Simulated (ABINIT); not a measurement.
**Rb3SCl (Pm-3m): modes at Γ and the response to a field**

Which modes does Rb3SCl (Pm-3m) have at the zone centre?

Program: ABINIT 10.8.3. Level of theory: DFT LDA, scalar-relativistic, plane waves, PseudoDojo norm-conserving pseudopotentials. Results are calculated unless marked as measured.

The structure was built from a prototype and need not be the compound's stable phase.

## Step 1: The structure

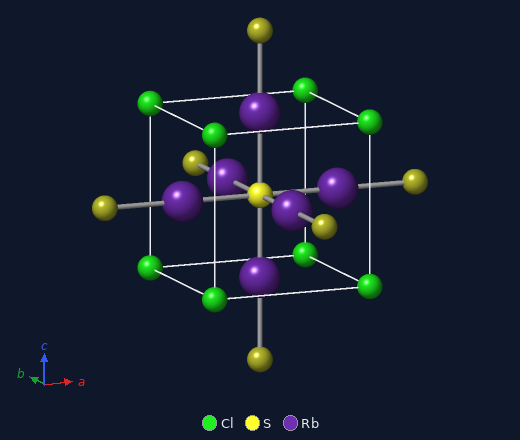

The cell as given, slightly off an axis (chlorine green, sulfur yellow, rubidium purple). Some periodic images of atoms are drawn too.

## Step 2: A probe with smearing

A first run with smearing and empty bands tells whether the crystal has a gap, which decides between fixed occupations and smearing later on.

Input file probe.abi:

```
# ground state
tolvrs 1.0d-08
prtden 1
prtwf 1

# basis, mesh and filling
ecut 24.0
ngkpt 4 4 4
nshiftk 1
shiftk 0.0 0.0 0.0
istwfk *1
occopt 7
tsmear 0.005
nband 29
nstep 100
diemac 9.0
prtebands 0
prtgsr 0
useylm 1

# cell and atoms
acell 3*1.0 Angstrom
rprim 
    6.384 0.0 0.0
    0.0 6.384 0.0
    0.0 0.0 6.384
ntypat 3
znucl 17 16 37
natom 5
typat 1 2 3 3 3
xred 
    0.0 0.0 0.0
    0.5 0.5 0.5
    0.5 0.5 0.0
    0.5 0.0 0.5
    0.0 0.5 0.5
pp_dirpath "./pseudo"
pseudos "Cl.upf, S.upf, Rb.upf"
```

Run with:

```bash
$ OMP_NUM_THREADS=1 mpirun -n 4 abinit probe.abi > probe.log
```

Numbers of over 12 decimals in the logs are rounded to 6 here.

probe.abo, the main output file:

```text
[banners, grids, parts of the stress and lines that vanish by symmetry left out]
- input  file    -> probe.abi
- output file    -> probe.abo
- root for input  files -> probei
[...]
Symmetries : space group Pm -3 m (#221); Bravais cP (primitive cubic)
[...]
mpw =        9952          nfft =      157464          nkpt =          10
[...]
== DATASET  1 ==================================================================
[...]
cutoff_energies: {ecut:  24.0, pawecutdg:  -1.0, }
[...]
ETOT  1  -108.81345323654    -1.088E+02 2.209E-02 8.271E+02
 ETOT  2  -108.95163469355    -1.382E-01 9.137E-03 9.882E+01
 ETOT  3  -108.98395090397    -3.232E-02 3.220E-03 2.194E+01
 ETOT  4  -108.98722517922    -3.274E-03 1.809E-03 5.341E-01
 ETOT  5  -108.98725591829    -3.074E-05 3.159E-04 3.186E-01
[...]
ETOT 11  -108.98729853550    -1.478E-12 9.885E-05 1.841E-08
 ETOT 12  -108.98729853550    -4.235E-12 1.227E-04 4.433E-11
 At SCF step   12       vres2   =  4.43E-11 < tolvrs=  1.00E-08 =>converged.
[...]
sigma(1 1)=  4.97871395E-05  sigma(3 2)=  0.00000000E+00
  sigma(2 2)=  4.97871395E-05  sigma(3 1)=  0.00000000E+00
  sigma(3 3)=  4.97871395E-05  sigma(2 1)=  0.00000000E+00
[...]
convergence: {deltae: -4.235E-12, res2:  4.433E-11, residm:  1.227E-04, diffor: null, }
etotal    :  -1.08987299E+02
[...]
sigma(1 1)=  4.97871395E-05  sigma(3 2)=  0.00000000E+00
  sigma(2 2)=  4.97871395E-05  sigma(3 1)=  0.00000000E+00
  sigma(3 3)=  4.97871395E-05  sigma(2 1)=  0.00000000E+00
[...]
- sigma(1 1)=  1.46478821E+00  sigma(3 2)=  0.00000000E+00
- sigma(2 2)=  1.46478821E+00  sigma(3 1)=  0.00000000E+00
- sigma(3 3)=  1.46478821E+00  sigma(2 1)=  0.00000000E+00
[...]
fcart     -0.0000000000E+00 -0.0000000000E+00 -0.0000000000E+00
           strten      4.9787139452E-05  4.9787139452E-05  4.9787139452E-05
================================================================================

[key lines of the parts left out:]
pressure_GPa:  -1.4648E+00
```

Run time: 2.5 min. Hardware: 4 MPI ranks of Intel Xeon at 2.50GHz (Skylake/Cascade Lake), shared host; 8.1 min of CPU time.

This step gave:

```
volume per atom   : 52.04 Å³
pressure          : -1.465 GPa
gap on the k-mesh : 1.197 eV
```

A gap of 1.2 eV opens on this mesh, so the crystal is taken as an insulator; the printed pressure holds the stress of the finite basis too.

## Step 3: Rough relaxation

The typed start is rough, so a first relaxation with smearing and loose thresholds takes it towards rest cheaply.

Input file prerelax.abi:

```
# relaxation
ionmov 2
optcell 2
dilatmx 1.15
chkdilatmx 0
ntime 40
tolmxf 3.0d-04
tolvrs 1.0d-10
prtwf 0
prtden 0
chksymtnons 0

# basis, mesh and filling
ecut 25.0
ecutsm 3.0
ngkpt 4 4 4
nshiftk 1
shiftk 0.0 0.0 0.0
istwfk *1
occopt 7
tsmear 0.005
nband 29
nstep 100
diemac 9.0
prtebands 0
prtgsr 0
useylm 1

# cell and atoms
acell 3*1.0 Angstrom
rprim 
    6.384 0.0 0.0
    0.0 6.384 0.0
    0.0 0.0 6.384
ntypat 3
znucl 17 16 37
natom 5
typat 1 2 3 3 3
xred 
    0.0 0.0 0.0
    0.5 0.5 0.5
    0.5 0.5 0.0
    0.5 0.0 0.5
    0.0 0.5 0.5
pp_dirpath "./pseudo"
pseudos "Cl.upf, S.upf, Rb.upf"
```

Run with:

```bash
$ OMP_NUM_THREADS=1 mpirun -n 4 abinit prerelax.abi > prerelax.log
```

prerelax.abo, the main output file:

```text
[banners, grids, parts of the stress and lines that vanish by symmetry left out]
- input  file    -> prerelax.abi
- output file    -> prerelax.abo
- root for input  files -> prerelaxi
[...]
Symmetries : space group Pm -3 m (#221); Bravais cP (primitive cubic)
[...]
mpw =       15987          nfft =      262144          nkpt =          10
[...]
== DATASET  1 ==================================================================
[...]
cutoff_energies: {ecut:  25.0, pawecutdg:  -1.0, }
[...]
ETOT  1  -108.80835960519    -1.088E+02 1.941E-02 1.392E+03
 ETOT  2  -108.94946827407    -1.411E-01 6.534E-03 1.752E+02
 ETOT  3  -108.98393759593    -3.447E-02 2.723E-03 3.623E+01
 ETOT  4  -108.98718159034    -3.244E-03 2.419E-03 8.771E-01
 ETOT  5  -108.98721410788    -3.252E-05 8.591E-04 4.736E-01
[...]
At SCF step   12       vres2   =  6.96E-11 < tolvrs=  1.00E-10 =>converged.
[...]
ETOT 11  -108.99409430890     1.148E-11 3.049E-08 2.060E-13
 At SCF step   11       vres2   =  2.06E-13 < tolvrs=  1.00E-10 =>converged.
[...]
sigma(1 1)=  2.17981709E-07  sigma(3 2)=  0.00000000E+00
  sigma(2 2)=  2.17981709E-07  sigma(3 1)=  0.00000000E+00
  sigma(3 3)=  2.17981709E-07  sigma(2 1)=  0.00000000E+00
[...]
convergence: {deltae:  1.148E-11, res2:  2.060E-13, residm:  3.049E-08, diffor: null, }
etotal    :  -1.08994094E+02
[...]
At Broyd/MD step   5, gradients are converged :
[...]
sigma(1 1)=  2.17981709E-07  sigma(3 2)=  0.00000000E+00
  sigma(2 2)=  2.17981709E-07  sigma(3 1)=  0.00000000E+00
  sigma(3 3)=  2.17981709E-07  sigma(2 1)=  0.00000000E+00
[...]
- sigma(1 1)=  6.41324330E-03  sigma(3 2)=  0.00000000E+00
- sigma(2 2)=  6.41324330E-03  sigma(3 1)=  0.00000000E+00
- sigma(3 3)=  6.41324330E-03  sigma(2 1)=  0.00000000E+00
[...]
fcart     -0.0000000000E+00 -0.0000000000E+00 -0.0000000000E+00
           strten      2.1798170917E-07  2.1798170917E-07  2.1798170917E-07
================================================================================

[key lines of the parts left out:]
pressure_GPa:  -6.4132E-03
Total energy (etotal) [Ha]= -1.08994094308900E+02
```

Run time: 14 min. Hardware: 4 MPI ranks; 52 min of CPU time.

The steps of the relaxation:

| step | energy less that of the first step (eV) | largest force (eV/Å) | volume (Å³) |
| --- | --- | --- | --- |
| 1 | 0.0000 | 0.0000 | 260.18 |
| 2 | -0.0102 | 0.0000 | 259.04 |
| 3 | -0.1712 | 0.0000 | 215.41 |
| 4 | -0.1855 | 0.0000 | 226.00 |
| 5 | -0.1862 | 0.0000 | 224.14 |

| conventional cell, symmetrised | before | after | change |
| --- | --- | --- | --- |
| a (Å) | 6.384 | 6.074 | -4.8 % |
| b (Å) | 6.384 | 6.074 | -4.8 % |
| c (Å) | 6.384 | 6.074 | -4.8 % |
| volume (Å³/atom) | 52.04 | 44.83 | -13.9 % |

Final coordinates:

```xyz
5
Lattice="6.0744 0.0000 0.0000 0.0000 6.0744 0.0000 0.0000 0.0000 6.0744" Properties=species:S:1:pos:R:3 pbc="T T T"
Cl    0.0000    0.0000    0.0000
S     3.0372    3.0372    3.0372
Rb    3.0372    3.0372    0.0000
Rb    3.0372    0.0000    3.0372
Rb    0.0000    3.0372    3.0372
```

This step gave:

* volume per atom: 44.83 Å³
* pressure: -0.006413 GPa
* gap on the k-mesh: 1.080 eV

The volume changes by -13.9 % in this run and stands -13.9 % from the first cell.

## Step 4: Rough relaxation

The cell changed much, so the rough relaxation is repeated on a basis made for the new cell.

Edit prerelax.abi of step 3 so:

```diff
@@ -31,5 +31,5 @@
 rprim 
-    6.384 0.0 0.0
-    0.0 6.384 0.0
-    0.0 0.0 6.384
+    6.074446685 0.0 0.0
+    0.0 6.074446685 0.0
+    0.0 0.0 6.074446685
 ntypat 3
```

prerelax.abo, the main output file:

```text
[banners, grids, parts of the stress and lines that vanish by symmetry left out]
- input  file    -> prerelax.abi
- output file    -> prerelax.abo
- root for input  files -> prerelaxi
[...]
Symmetries : space group Pm -3 m (#221); Bravais cP (primitive cubic)
[...]
mpw =       13780          nfft =      216000          nkpt =          10
[...]
== DATASET  1 ==================================================================
[...]
cutoff_energies: {ecut:  25.0, pawecutdg:  -1.0, }
[...]
ETOT  1  -108.82668947167    -1.088E+02 1.989E-02 1.203E+03
 ETOT  2  -108.96419021911    -1.375E-01 4.909E-03 1.368E+02
 ETOT  3  -108.99164580556    -2.746E-02 1.790E-03 2.613E+01
 ETOT  4  -108.99401024303    -2.364E-03 3.241E-03 1.335E+00
 ETOT  5  -108.99408624025    -7.600E-05 3.106E-04 9.276E-02
[...]
ETOT 11  -108.99409432976    -5.954E-12 1.692E-05 3.317E-09
 ETOT 12  -108.99409432976     6.708E-12 4.447E-05 1.630E-11
 At SCF step   12       vres2   =  1.63E-11 < tolvrs=  1.00E-10 =>converged.
[...]
sigma(1 1)=  2.17913514E-07  sigma(3 2)=  0.00000000E+00
  sigma(2 2)=  2.17913514E-07  sigma(3 1)=  0.00000000E+00
  sigma(3 3)=  2.17913514E-07  sigma(2 1)=  0.00000000E+00
[...]
convergence: {deltae:  6.708E-12, res2:  1.630E-11, residm:  4.447E-05, diffor: null, }
etotal    :  -1.08994094E+02
[...]
At Broyd/MD step   1, gradients are converged :
[...]
sigma(1 1)=  2.17913514E-07  sigma(3 2)=  0.00000000E+00
  sigma(2 2)=  2.17913514E-07  sigma(3 1)=  0.00000000E+00
  sigma(3 3)=  2.17913514E-07  sigma(2 1)=  0.00000000E+00
[...]
- sigma(1 1)=  6.41123694E-03  sigma(3 2)=  0.00000000E+00
- sigma(2 2)=  6.41123694E-03  sigma(3 1)=  0.00000000E+00
- sigma(3 3)=  6.41123694E-03  sigma(2 1)=  0.00000000E+00
[...]
fcart     -0.0000000000E+00 -0.0000000000E+00 -0.0000000000E+00
           strten      2.1791351446E-07  2.1791351446E-07  2.1791351446E-07
================================================================================

[key lines of the parts left out:]
pressure_GPa:  -6.4112E-03
Total energy (etotal) [Ha]= -1.08994094329756E+02
```

Run time: 2.6 min. Hardware: 4 MPI ranks; 10 min of CPU time.

Little changed from the start: no atom moved by 0.005 Å and no cell edge by 0.1 %.

This step gave:

```
pressure : -0.006411 GPa
```

The volume changes by +0.0 % in this run and stands -13.9 % from the first cell.

## Step 5: Relaxation

The harmonic expansion needs vanishing forces, and a free crystal bears no stress, so cell and atoms are brought to rest. Stress is more sensitive to the basis than forces are: the last 3 Ha under the cutoff are smoothed with ecutsm, and the cutoff is raised above that of the later runs.

Input file relax.abi:

```
# relaxation
ionmov 2
optcell 2
dilatmx 1.08
ntime 40
tolmxf 1.0d-05
tolvrs 1.0d-14
prtwf 0
prtden 0
chksymtnons 0

# basis, mesh and filling
ecut 31.0
ecutsm 3.0
ngkpt 4 4 4
nshiftk 1
shiftk 0.0 0.0 0.0
istwfk *1
occopt 1
nband 20
nstep 100
diemac 9.0
prtebands 0
prtgsr 0
useylm 1

# cell and atoms
acell 3*1.0 Angstrom
rprim 
    6.074446689 0.0 0.0
    0.0 6.074446689 0.0
    0.0 0.0 6.074446689
ntypat 3
znucl 17 16 37
natom 5
typat 1 2 3 3 3
xred 
    0.0 0.0 0.0
    0.5 0.5 0.5
    0.5 0.5 0.0
    0.5 0.0 0.5
    0.0 0.5 0.5
pp_dirpath "./pseudo"
pseudos "Cl.upf, S.upf, Rb.upf"
```

Run with:

```bash
$ OMP_NUM_THREADS=1 mpirun -n 4 abinit relax.abi > relax.log
```

relax.abo, the main output file:

```text
[banners, grids, parts of the stress and lines that vanish by symmetry left out]
- input  file    -> relax.abi
- output file    -> relax.abo
- root for input  files -> relaxi
[...]
Symmetries : space group Pm -3 m (#221); Bravais cP (primitive cubic)
[...]
mpw =       15800          nfft =      262144          nkpt =          10
[...]
== DATASET  1 ==================================================================
[...]
cutoff_energies: {ecut:  31.0, pawecutdg:  -1.0, }
[...]
ETOT  1  -108.82473694091    -1.088E+02 6.118E-02 1.316E+03
 ETOT  2  -108.97961950741    -1.549E-01 5.746E-03 7.103E+01
 ETOT  3  -108.99182827600    -1.221E-02 1.148E-03 3.478E+01
 ETOT  4  -108.99423613528    -2.408E-03 1.060E-04 1.602E+00
 ETOT  5  -108.99435547233    -1.193E-04 2.339E-05 5.356E-01
[...]
At SCF step   19       vres2   =  3.39E-16 < tolvrs=  1.00E-14 =>converged.
[...]
sigma(1 1)=  2.19689934E-07  sigma(3 2)=  0.00000000E+00
  sigma(2 2)=  2.19689934E-07  sigma(3 1)=  0.00000000E+00
  sigma(3 3)=  2.19689934E-07  sigma(2 1)=  0.00000000E+00
[...]
convergence: {deltae:  1.990E-13, res2:  3.389E-16, residm:  8.094E-17, diffor: null, }
etotal    :  -1.08994397E+02
[...]
ETOT  1  -108.99439729022    -1.090E+02 8.589E-13 5.944E-05
[...]
At SCF step   10       vres2   =  4.58E-16 < tolvrs=  1.00E-14 =>converged.
[...]
sigma(1 1)=  2.10648776E-07  sigma(3 2)=  0.00000000E+00
  sigma(2 2)=  2.10648776E-07  sigma(3 1)=  0.00000000E+00
  sigma(3 3)=  2.10648776E-07  sigma(2 1)=  0.00000000E+00
[...]
convergence: {deltae:  1.549E-12, res2:  4.579E-16, residm:  5.594E-20, diffor: null, }
etotal    :  -1.08994397E+02
[...]
ETOT  1  -108.99439491593    -1.090E+02 4.630E-10 3.219E-02
[...]
ETOT 11  -108.99439736792    -1.523E-11 3.480E-19 1.029E-14
 ETOT 12  -108.99439736791     9.095E-12 1.435E-20 7.256E-17
 At SCF step   12       vres2   =  7.26E-17 < tolvrs=  1.00E-14 =>converged.
[...]
sigma(1 1)= -1.42930306E-10  sigma(3 2)=  0.00000000E+00
  sigma(2 2)= -1.42930306E-10  sigma(3 1)=  0.00000000E+00
  sigma(3 3)= -1.42930303E-10  sigma(2 1)=  0.00000000E+00
[...]
convergence: {deltae:  9.095E-12, res2:  7.256E-17, residm:  1.435E-20, diffor: null, }
etotal    :  -1.08994397E+02
[...]
At Broyd/MD step   3, gradients are converged :
[...]
sigma(1 1)= -1.42930306E-10  sigma(3 2)=  0.00000000E+00
  sigma(2 2)= -1.42930306E-10  sigma(3 1)=  0.00000000E+00
  sigma(3 3)= -1.42930303E-10  sigma(2 1)=  0.00000000E+00
[...]
- sigma(1 1)= -4.20515479E-06  sigma(3 2)=  0.00000000E+00
- sigma(2 2)= -4.20515480E-06  sigma(3 1)=  0.00000000E+00
- sigma(3 3)= -4.20515468E-06  sigma(2 1)=  0.00000000E+00
[...]
fcart     -0.0000000000E+00 -0.0000000000E+00 -0.0000000000E+00
           strten     -1.4293030605E-10 -1.4293030648E-10 -1.4293030258E-10
================================================================================

[key lines of the parts left out:]
pressure_GPa:   4.2052E-06
Total energy (etotal) [Ha]= -1.08994397367914E+02
```

It took 6.3 min on 4 MPI ranks.

Little changed from the start: no atom moved by 0.005 Å and no cell edge by 0.1 %.

Numbers from this step:

- volume per atom: 44.81 Å³
- pressure: 4.21e-6 GPa

The volume changes by -0.0 % in this run and stands -13.9 % from the first cell.

## Step 6: Self-consistent run for the response

First-order wavefunctions inherit every error of the ground state, hence the very tight tolvrs.

Input file gs.abi:

```
# ground state
tolvrs 1.0d-16
prtden 1
prtwf 1

# basis, mesh and filling
ecut 24.0
ngkpt 4 4 4
nshiftk 1
shiftk 0.0 0.0 0.0
istwfk *1
occopt 1
nband 20
nstep 100
diemac 9.0
prtebands 0
prtgsr 0
useylm 1

# cell and atoms
acell 3*1.0 Angstrom
rprim 
    6.07347434 0.0 0.0
    0.0 6.07347434 0.0
    0.0 0.0 6.07347434
ntypat 3
znucl 17 16 37
natom 5
typat 1 2 3 3 3
xred 
    0.0 0.0 0.0
    0.5 0.5 0.5
    0.5 0.5 0.0
    0.5 0.0 0.5
    0.0 0.5 0.5
pp_dirpath "./pseudo"
pseudos "Cl.upf, S.upf, Rb.upf"
```

Run with:

```bash
$ OMP_NUM_THREADS=1 mpirun -n 4 abinit gs.abi > gs.log
```

gs.abo, the main output file:

```text
[banners, grids, parts of the stress and lines that vanish by symmetry left out]
- input  file    -> gs.abi
- output file    -> gs.abo
- root for input  files -> gsi
[...]
Symmetries : space group Pm -3 m (#221); Bravais cP (primitive cubic)
[...]
mpw =        8529          nfft =      157464          nkpt =          10
[...]
== DATASET  1 ==================================================================
[...]
cutoff_energies: {ecut:  24.0, pawecutdg:  -1.0, }
[...]
ETOT  1  -108.82516293009    -1.088E+02 6.812E-02 7.787E+02
 ETOT  2  -108.98101668256    -1.559E-01 3.600E-02 3.671E+01
 ETOT  3  -108.99156640246    -1.055E-02 1.117E-03 2.148E+01
 ETOT  4  -108.99402315656    -2.457E-03 1.371E-04 7.092E-01
 ETOT  5  -108.99411771527    -9.456E-05 1.803E-05 2.606E-01
[...]
ETOT 22  -108.99414363408     3.268E-13 2.038E-17 2.998E-16
 ETOT 23  -108.99414363408     3.780E-12 3.965E-18 7.416E-17
 At SCF step   23       vres2   =  7.42E-17 < tolvrs=  1.00E-16 =>converged.
[...]
sigma(1 1)=  1.03310731E-06  sigma(3 2)=  0.00000000E+00
  sigma(2 2)=  1.03310731E-06  sigma(3 1)=  0.00000000E+00
  sigma(3 3)=  1.03310731E-06  sigma(2 1)=  0.00000000E+00
[...]
convergence: {deltae:  3.780E-12, res2:  7.416E-17, residm:  3.965E-18, diffor: null, }
etotal    :  -1.08994144E+02
[...]
sigma(1 1)=  1.03310731E-06  sigma(3 2)=  0.00000000E+00
  sigma(2 2)=  1.03310731E-06  sigma(3 1)=  0.00000000E+00
  sigma(3 3)=  1.03310731E-06  sigma(2 1)=  0.00000000E+00
[...]
- sigma(1 1)=  3.03950663E-02  sigma(3 2)=  0.00000000E+00
- sigma(2 2)=  3.03950663E-02  sigma(3 1)=  0.00000000E+00
- sigma(3 3)=  3.03950663E-02  sigma(2 1)=  0.00000000E+00
[...]
fcart     -0.0000000000E+00 -0.0000000000E+00 -0.0000000000E+00
           strten      1.0331073054E-06  1.0331073054E-06  1.0331073054E-06
================================================================================

[key lines of the parts left out:]
pressure_GPa:  -3.0395E-02
```

It took 2.1 min on 4 MPI ranks.

Read from the output:

```yaml
pressure: -0.03040 GPa
```

The cell stands at -0.030 GPa, close enough for phonons.

## Step 7: The gap at rest

Empty bands on the ground state's density check that the gap assumed so far is there in this cell.

Input file gap.abi:

```
# empty bands on the ground state's density
iscf -2
getden_filepath "gso_DEN"
tolwfr 1.0d-12
nbdbuf 2
prtwf 0

# basis, mesh and filling
ecut 24.0
ngkpt 4 4 4
nshiftk 1
shiftk 0.0 0.0 0.0
istwfk *1
occopt 1
nband 24
nstep 100
diemac 9.0
prtebands 0
prtgsr 0
useylm 1

# cell and atoms
acell 3*1.0 Angstrom
rprim 
    6.07347434 0.0 0.0
    0.0 6.07347434 0.0
    0.0 0.0 6.07347434
ntypat 3
znucl 17 16 37
natom 5
typat 1 2 3 3 3
xred 
    0.0 0.0 0.0
    0.5 0.5 0.5
    0.5 0.5 0.0
    0.5 0.0 0.5
    0.0 0.5 0.5
pp_dirpath "./pseudo"
pseudos "Cl.upf, S.upf, Rb.upf"
```

Run with:

```bash
$ OMP_NUM_THREADS=1 mpirun -n 4 abinit gap.abi > gap.log
```

gap.abo, the main output file:

```text
[banners, grids, parts of the stress and lines that vanish by symmetry left out]
- input  file    -> gap.abi
- output file    -> gap.abo
- root for input  files -> gapi
[...]
Symmetries : space group Pm -3 m (#221); Bravais cP (primitive cubic)
[...]
mpw =        8529          nfft =      157464          nkpt =          10
[...]
== DATASET  1 ==================================================================
[...]
cutoff_energies: {ecut:  24.0, pawecutdg:  -1.0, }
[...]
-outvars: echo values of variables after computation
            acell      1.8897261259E+00  1.8897261259E+00  1.8897261259E+00 Bohr
================================================================================
```

Elapsed: 51 s, on 4 MPI ranks; 3.4 min of CPU time.

Numbers from this step:

| Quantity | Value |
| --- | --- |
| gap on the k-mesh | 1.079 eV |

In this cell the gap on the mesh is 1.1 eV, direct, so fixed occupations hold.

[end of part 1 of 2]

[Host names and launcher messages were left out of these logs when they were recorded.]

[Logs are printed without paths, hosts, clocks, repeated set-up lines and the standing remarks that a program may print on its own settings, such as how far it seeks lower states.]

[Hosts, paths, dates, database ids (printed as entryN), source tags and the programs' standing remarks are cut or masked in the printed files.]
